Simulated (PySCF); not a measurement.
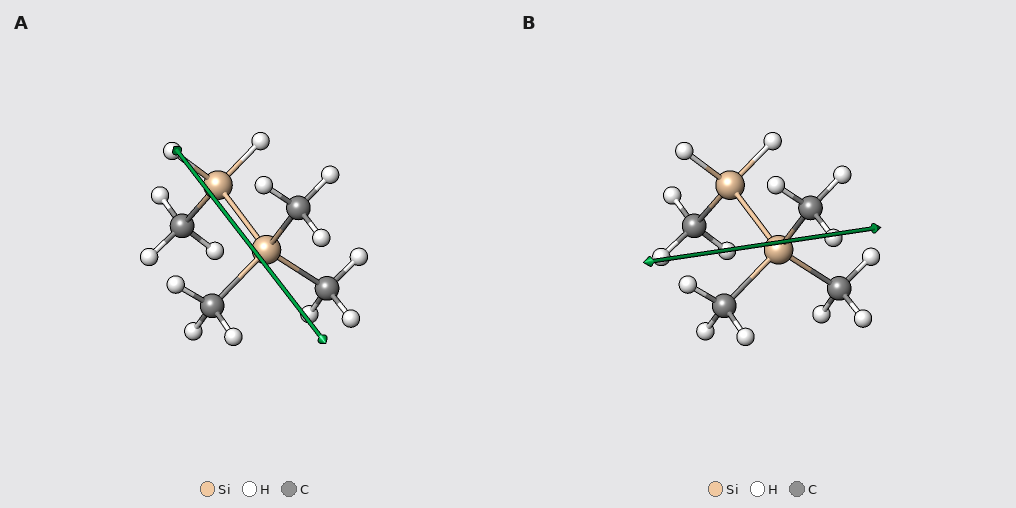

The double arrows show the directions of two transition dipoles from the ground state (lengths mean nothing). The geometry was computed by an optimisation with PBE0-D3(BJ)/def2-SVP. No frequency run is at hand to confirm it as a minimum. Method: TDDFT ωB97X-D/def2-SVPD, vertical, gas phase, core orbitals frozen in the response (PySCF 2.14.0).

Question: One belongs to singlet state 5 and one to singlet state 6. Which is which?

Answer: A: state 5, 8.21 eV (151 nm), oscillator strength 0.035, of mixed character, with the largest part HOMO → LUMO+4 (weight 0.37).
B: state 6, 8.25 eV (150 nm), oscillator strength 0.094, mainly HOMO−2 → LUMO (weight 0.74).
